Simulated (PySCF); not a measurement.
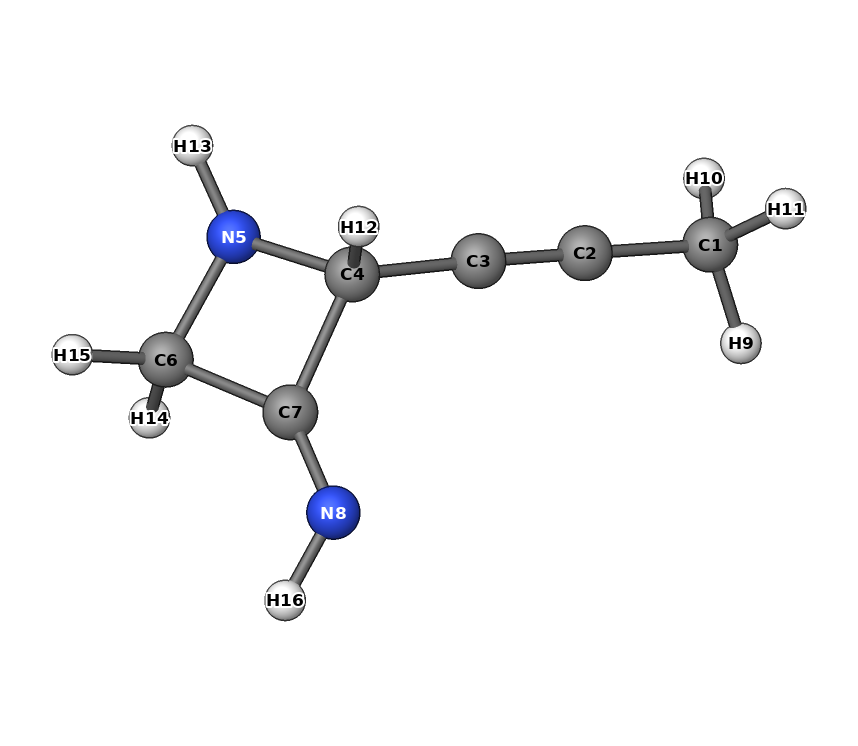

The questions are on Mulliken spin populations. Charge +1, doublet. The computed structure is the end point of a GFN2-xTB optimisation. No frequency run is at hand to confirm it as a minimum. Properties computed with UKS B3LYP, pcH-1 on C H N, non-relativistic (PySCF 2.14.0).

Give the Mulliken spin populations atom by atom.

```csv
atom,value (e)
C1,−0.01
C2,0.15
C3,0.08
C4,0.00
N5,0.40
C6,0.05
C7,−0.01
N8,0.18
H9,0.02
H10,0.00
H11,0.01
H12,0.08
H13,−0.01
H14,0.05
H15,0.00
H16,0.01
```

Mulliken values depend strongly on the basis set.
